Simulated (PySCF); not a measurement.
## Run report: C₄H₅FOSi, geometry relaxation

- system: C₄H₅FOSi
- method: PBE0-D3(BJ)/def2-SVP geometry optimisation, gas phase (PySCF 2.14.0)

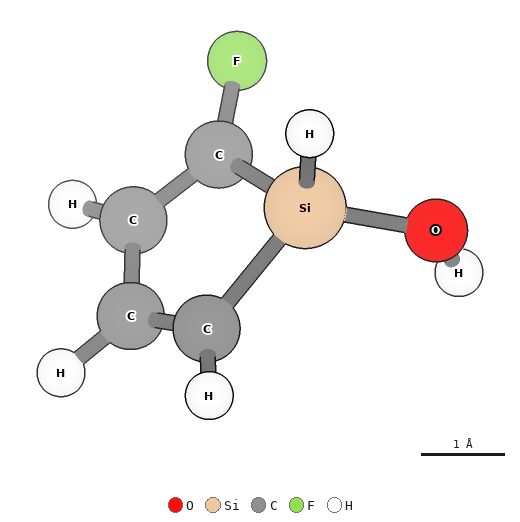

Fig. 1: The input geometry (ball-and-stick view, seen at a tilt). Bond lengths as drawn: C–C 1.32 to 1.44 Å, C–F 1.36 Å, C–H 1.06 to 1.10 Å, C–Si 1.90 to 1.92 Å, H–O 0.98 Å, H–Si 1.46 Å and O–Si 1.65 Å.

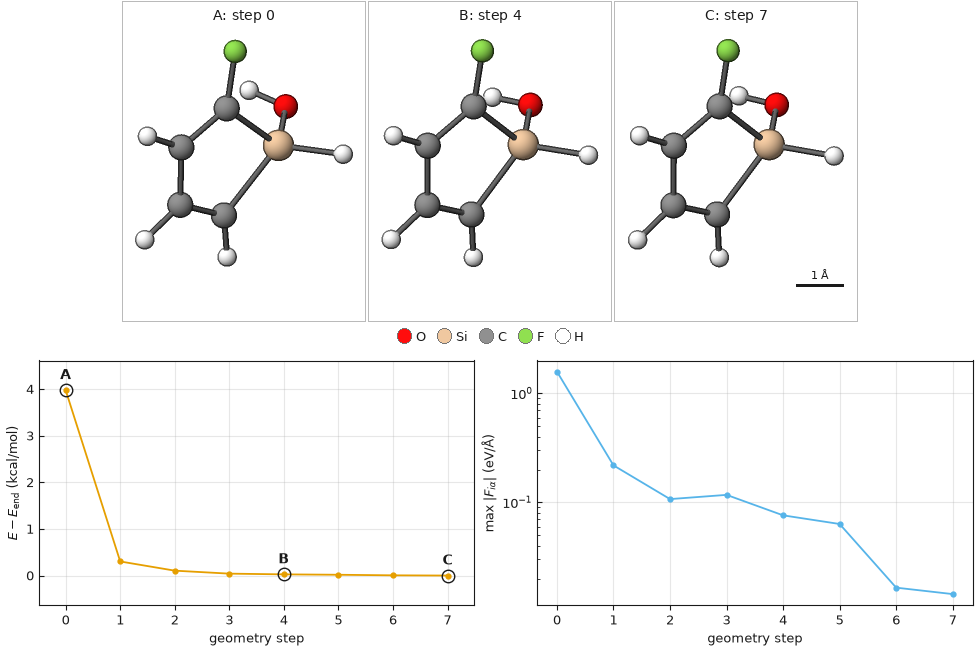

Fig. 2: Frames of the relaxation (ball-and-stick view, seen at a tilt) above the curves, on which the letters mark them (steps are counted from 0).

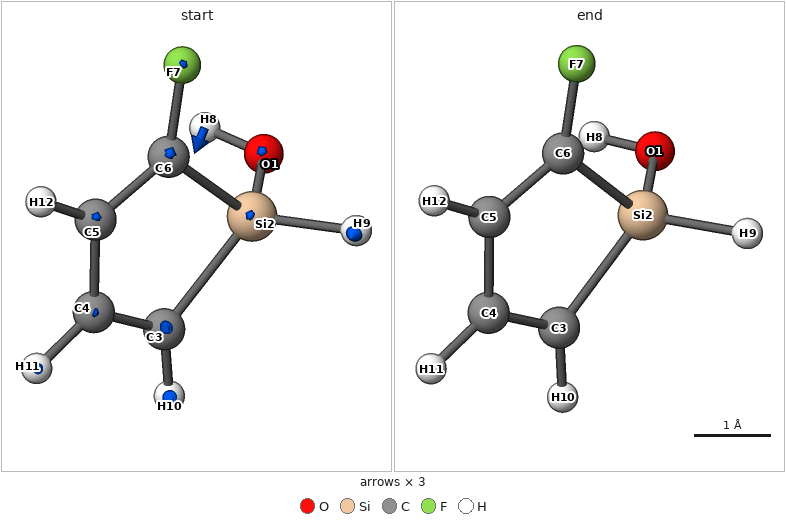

Fig. 3: Before (left) and after (right) the relaxation, at one scale (ball-and-stick view, seen at a tilt). The blue arrows give the displacements, magnified 3 times. Over 7 geometry steps the energy falls by 3.98 kcal/mol. The largest force component goes from 1.6 to 0.014 eV/Å. H8 moves most after the best rigid fit: 0.13 Å. Largest moves by element: H 0.13 Å, C 0.06 Å, O 0.04 Å, Si 0.04 Å, F 0.03 Å. Among the contacts that change: C4–C5 1.436 → 1.481 Å, Si2–C3 1.905 → 1.868 Å, C3–H10 1.058 → 1.092 Å, Si2–H9 1.456 → 1.486 Å. Among the angles that change: Si2–O1–H8 120.8° → 116.7°, C3–Si2–C6 86.8° → 90.7°, Si2–C3–H10 127.1° → 130.7°. (Atoms are counted from 1 in the order of the input.)

The input and output of the run follow.

**The input**
```
{"job": {"xc": "PBE0", "basis": "def2-SVP", "d3": "d3bj", "grid": 1, "shake": 0.01, "kind": "geom"}, "charge": 0, "multiplicity": 1}
O      2.160460    -1.338910    -0.038350
Si     0.590940    -1.033310     0.365910
C     -0.667780    -0.659390    -1.013880
C     -1.171030     0.548040    -0.819320
C     -0.741250     1.313020     0.317260
C      0.203200     0.716840     1.047100
F      0.755540     1.280620     2.148880
H      2.664550    -0.712500    -0.592760
H      0.294350    -2.116210     1.293160
H     -0.947900    -1.296020    -1.811420
H     -1.970100     0.968900    -1.450060
H     -1.131310     2.300660     0.544450
```

The first line tells a small driver script what to run in PySCF; the rest is the geometry in Å.

Command:
```bash
OMP_NUM_THREADS=1 python <driver script> task.json out
```

**What the program printed**
```
step   0  E = -619.17063775  max force = 0.030757
step   1  E = -619.17649334  max force = 0.004246
step   2  E = -619.17680772  max force = 0.002082
step   3  E = -619.17690973  max force = 0.002277
step   4  E = -619.17693457  max force = 0.001479
step   5  E = -619.17694796  max force = 0.001231
step   6  E = -619.17696750  max force = 0.000321
step   7  E = -619.17697525  max force = 0.000280
optimisation converged
```

**Trajectory as extended XYZ (Å, eV, eV/Å), 8 frames, from step=0 to step=7**
```
12
Properties=species:S:1:pos:R:3:forces:R:3 step=0 energy=-16848.49124
O     2.1605   -1.3389   -0.0384    0.8190   0.4478  -0.5648
Si    0.5909   -1.0333    0.3659   -0.5455   1.0663  -0.6181
C    -0.6678   -0.6594   -1.0139    1.4702  -1.2362   0.8087
C    -1.1710    0.5480   -0.8193   -1.5816   0.5692  -0.8935
C    -0.7412    1.3130    0.3173    0.5089   0.8095   0.9023
C     0.2032    0.7168    1.0471    0.9517   0.0103   1.3694
F     0.7555    1.2806    2.1489   -0.4024  -0.3184  -0.7436
H     2.6646   -0.7125   -0.5928   -0.5311  -0.4709   0.4328
H     0.2944   -2.1162    1.2932   -0.3111  -0.3643   0.3412
H    -0.9479   -1.2960   -1.8114   -0.4660  -0.6921  -1.0459
H    -1.9701    0.9689   -1.4501    0.2016  -0.0541  -0.0382
H    -1.1313    2.3007    0.5444   -0.1136   0.2328   0.0495
12
Properties=species:S:1:pos:R:3:forces:R:3 step=1 energy=-16848.65057
O     2.1855   -1.2496   -0.1198   -0.0415   0.0802   0.0035
Si    0.6246   -0.9876    0.3969   -0.1756  -0.0237  -0.1258
C    -0.6363   -0.7374   -0.9704    0.0893  -0.0181   0.0303
C    -1.1771    0.4874   -0.7916   -0.0117  -0.0910   0.1342
C    -0.7164    1.3056    0.3544    0.0112   0.0245  -0.0792
C     0.2472    0.7407    1.1010   -0.0761  -0.0268  -0.2183
F     0.7842    1.3347    2.1564    0.0990   0.0025   0.1439
H     2.4450   -0.6695   -0.8451    0.0802  -0.0837   0.0504
H     0.3060   -2.0541    1.3802    0.0802  -0.0348  -0.0092
H    -0.9405   -1.3940   -1.7931    0.0454   0.0759   0.1155
H    -1.9530    0.8963   -1.4443   -0.0689   0.0488  -0.0609
H    -1.1319    2.2952    0.5566   -0.0314   0.0462   0.0155
12
Properties=species:S:1:pos:R:3:forces:R:3 step=2 energy=-16848.65913
O     2.1891   -1.2566   -0.1109   -0.0666   0.0334   0.0254
Si    0.6224   -0.9884    0.3862   -0.0177   0.0238  -0.0750
C    -0.6373   -0.7283   -0.9680   -0.0322  -0.0134  -0.0442
C    -1.1947    0.4883   -0.7819   -0.0060   0.0089   0.0033
C    -0.7215    1.3176    0.3505    0.0365  -0.0789   0.0076
C     0.2492    0.7431    1.0824   -0.0567   0.1071   0.0113
F     0.7974    1.3252    2.1425    0.0602  -0.0037   0.0402
H     2.4808   -0.6875   -0.8308    0.0519  -0.0320   0.0195
H     0.3146   -2.0600    1.3675    0.0326  -0.0050  -0.0037
H    -0.9418   -1.3832   -1.7868   -0.0128  -0.0067   0.0123
H    -1.9817    0.8913   -1.4303    0.0034  -0.0155   0.0040
H    -1.1393    2.3064    0.5607    0.0075  -0.0179  -0.0009
12
Properties=species:S:1:pos:R:3:forces:R:3 step=3 energy=-16848.66191
O     2.1890   -1.2598   -0.1034   -0.0515  -0.0018   0.0054
Si    0.6181   -0.9813    0.3725    0.1171   0.0060   0.0084
C    -0.6468   -0.7250   -0.9752   -0.0097   0.0139   0.0195
C    -1.2090    0.4869   -0.7760    0.0152   0.0261  -0.0322
C    -0.7221    1.3169    0.3503   -0.0187   0.0636   0.0806
C     0.2577    0.7516    1.0757    0.0014  -0.0461   0.0226
F     0.8203    1.3270    2.1349   -0.0454  -0.0139  -0.1042
H     2.5171   -0.7022   -0.8151    0.0224   0.0072   0.0006
H     0.3217   -2.0555    1.3540   -0.0231   0.0001   0.0044
H    -0.9582   -1.3812   -1.7881   -0.0296  -0.0336  -0.0286
H    -2.0068    0.8875   -1.4140    0.0225  -0.0169   0.0360
H    -1.1440    2.3029    0.5655   -0.0007  -0.0045  -0.0124
12
Properties=species:S:1:pos:R:3:forces:R:3 step=4 energy=-16848.66258
O     2.1917   -1.2615   -0.1029   -0.0304  -0.0034  -0.0007
Si    0.6203   -0.9802    0.3664    0.0760  -0.0119  -0.0109
C    -0.6510   -0.7257   -0.9769    0.0354   0.0243   0.0534
C    -1.2105    0.4867   -0.7709   -0.0701   0.0343  -0.0629
C    -0.7261    1.3206    0.3537    0.0170  -0.0494   0.0013
C     0.2586    0.7522    1.0688    0.0222   0.0051   0.0622
F     0.8292    1.3284    2.1218   -0.0078  -0.0046  -0.0336
H     2.5340   -0.7058   -0.8093    0.0048   0.0121   0.0025
H     0.3239   -2.0535    1.3495   -0.0236   0.0069   0.0055
H    -0.9707   -1.3832   -1.7868   -0.0172  -0.0021  -0.0076
H    -2.0133    0.8843   -1.4027   -0.0093  -0.0040   0.0041
H    -1.1491    2.3055    0.5704    0.0031  -0.0072  -0.0133
12
Properties=species:S:1:pos:R:3:forces:R:3 step=5 energy=-16848.66295
O     2.1959   -1.2627   -0.1047   -0.0103  -0.0116  -0.0146
Si    0.6255   -0.9802    0.3633    0.0039   0.0195  -0.0067
C    -0.6538   -0.7226   -0.9738   -0.0196  -0.0237  -0.0606
C    -1.2185    0.4883   -0.7712    0.0419  -0.0467   0.0633
C    -0.7272    1.3170    0.3545   -0.0207   0.0073  -0.0384
C     0.2621    0.7508    1.0647    0.0012   0.0018   0.0038
F     0.8381    1.3318    2.1100    0.0232   0.0217   0.0424
H     2.5470   -0.7040   -0.8046   -0.0070   0.0105   0.0080
H     0.3245   -2.0520    1.3472   -0.0121   0.0052  -0.0064
H    -0.9802   -1.3828   -1.7801    0.0075   0.0043   0.0113
H    -2.0271    0.8825   -1.3964   -0.0144   0.0004  -0.0085
H    -1.1491    2.3017    0.5724    0.0064   0.0114   0.0064
12
Properties=species:S:1:pos:R:3:forces:R:3 step=6 energy=-16848.66348
O     2.1954   -1.2618   -0.1074    0.0025  -0.0130  -0.0096
Si    0.6260   -0.9790    0.3621    0.0011   0.0102  -0.0022
C    -0.6535   -0.7245   -0.9751    0.0010  -0.0090  -0.0157
C    -1.2192    0.4849   -0.7679    0.0113  -0.0099   0.0165
C    -0.7258    1.3169    0.3543   -0.0099  -0.0002  -0.0097
C     0.2643    0.7524    1.0654   -0.0057  -0.0071  -0.0084
F     0.8410    1.3343    2.1104    0.0106   0.0104   0.0131
H     2.5459   -0.6997   -0.8048   -0.0031   0.0094   0.0053
H     0.3220   -2.0509    1.3449   -0.0052   0.0026  -0.0020
H    -0.9807   -1.3849   -1.7807    0.0019   0.0024   0.0100
H    -2.0308    0.8778   -1.3909   -0.0073  -0.0001   0.0003
H    -1.1473    2.3023    0.5708    0.0028   0.0044   0.0024
12
Properties=species:S:1:pos:R:3:forces:R:3 step=7 energy=-16848.66369
O     2.1969   -1.2615   -0.1119    0.0133  -0.0144  -0.0058
Si    0.6284   -0.9774    0.3585   -0.0082   0.0052   0.0033
C    -0.6546   -0.7257   -0.9754    0.0058   0.0018   0.0048
C    -1.2234    0.4813   -0.7632   -0.0057   0.0053  -0.0055
C    -0.7258    1.3162    0.3549   -0.0017  -0.0027   0.0025
C     0.2681    0.7541    1.0627   -0.0051  -0.0051  -0.0107
F     0.8495    1.3385    2.1042    0.0022   0.0023   0.0003
H     2.5506   -0.6935   -0.8028   -0.0017   0.0093   0.0015
H     0.3214   -2.0490    1.3405    0.0022   0.0002   0.0009
H    -0.9856   -1.3877   -1.7777   -0.0007  -0.0008   0.0048
H    -2.0415    0.8707   -1.3802   -0.0011  -0.0007   0.0031
H    -1.1470    2.3019    0.5714    0.0006  -0.0006   0.0007
```

**Results in brief**

| quantity | value |
| --- | --- |
| outcome | converged |
| total energy | −619.176975 hartree |
| dipole moment | 2.19 D |
| point group | C1 |
| hardware | 1 CPU thread, shared host |
| wall time | 57 s |
| peak memory | 0.55 GiB |
